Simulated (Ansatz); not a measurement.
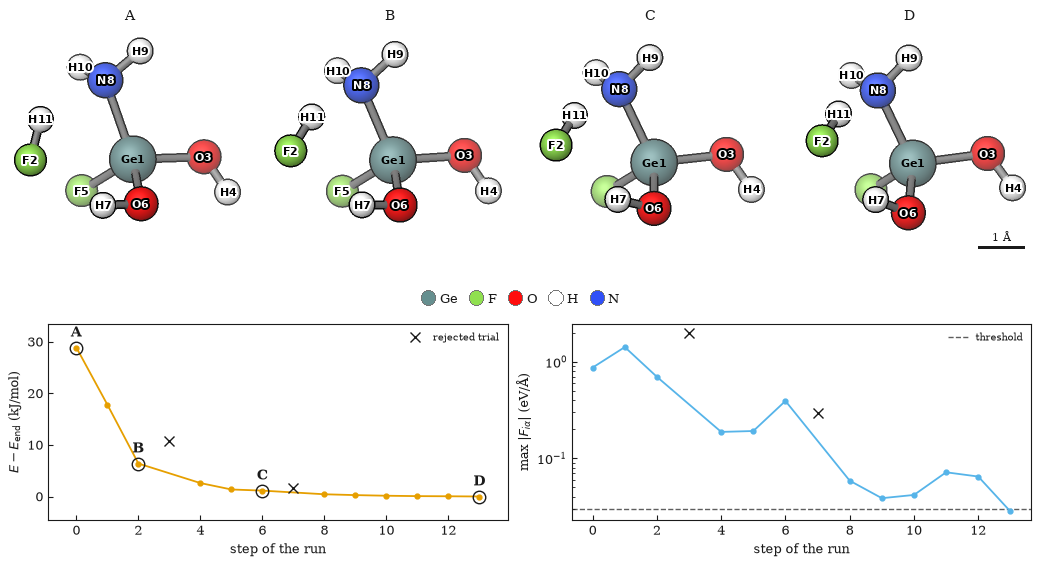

Frames of a relaxation of GeNH5O2F2, marked on the history of the run. A ball-and-stick model, seen at a tilt.

The run prepares an end point of a later path (reaction) calculation, from a guessed geometry.

Level of theory: RKS PBE0-D4/def2-SVP (Ansatz 0.2.0).

Input file:
```yaml
crystal:
  periodic: [false, false, false]
  atoms:
    - { symbol: Ge, position_ang: [0.52796, 0.24449, -0.260854] }
    - { symbol: F, position_ang: [-1.124957, 0.260504, 2.112303] }
    - { symbol: O, position_ang: [1.734294, -0.040174, -1.497828] }
    - { symbol: H, position_ang: [1.64346, -0.916892, -1.889732] }
    - { symbol: F, position_ang: [-0.850338, 1.020176, -0.964224] }
    - { symbol: O, position_ang: [0.115965, -1.330037, 0.365719] }
    - { symbol: H, position_ang: [-0.531911, -1.21952, 1.078361] }
    - { symbol: "N", position_ang: [1.196961, 1.497783, 0.964041] }
    - { symbol: H, position_ang: [2.213711, 1.470087, 1.00565] }
    - { symbol: H, position_ang: [0.910425, 2.435087, 0.685956] }
    - { symbol: H, position_ang: [-0.38137, 0.750396, 2.375008] }
basis:
  gaussian: { orbitals: def2-SVP }
hamiltonian:
  xc: pbe0
  dispersion: d4
relax:
  f_tol: 0.03
  max_steps: 50
```

Run as
```bash
ansatz run input.yaml --threads 4 --pin off --max-ram 5120MiB --backend cpu --events-out ev --progress --plain --runs-dir out
```

### Describe the path.

Over 11 accepted moves (13 points after the start) the energy falls by 28.9 kJ/mol. Largest force component: 0.87 eV/Å at the start, 0.028 eV/Å at the end. The line search rejected the trial steps at points 3, 7 of the run. F2 moves most after the best rigid fit: 0.68 Å. By element the largest moves are F 0.68 Å, H 0.45 Å, O 0.40 Å, N 0.28 Å, Ge 0.16 Å. Near-neighbour distances that change, for instance: F2–H11 0.928 → 0.968 Å, Ge1–N8 1.876 → 1.843 Å, O6–H7 0.969 → 0.979 Å, Ge1–O6 1.744 → 1.737 Å. Bond angles that change, for instance: O6–Ge1–N8 116.9° → 111.2°, O3–Ge1–O6 105.7° → 110.7°. Groups turn about Ge1–O6 by about 35°. From step 0 to 2: H11 moves most (0.38 Å), energy −22.5 kJ/mol. From step 2 to 6: F2 moves most (0.26 Å), energy −5.25 kJ/mol. From step 6 to 13: F2 moves most (0.27 Å), energy −1.14 kJ/mol.
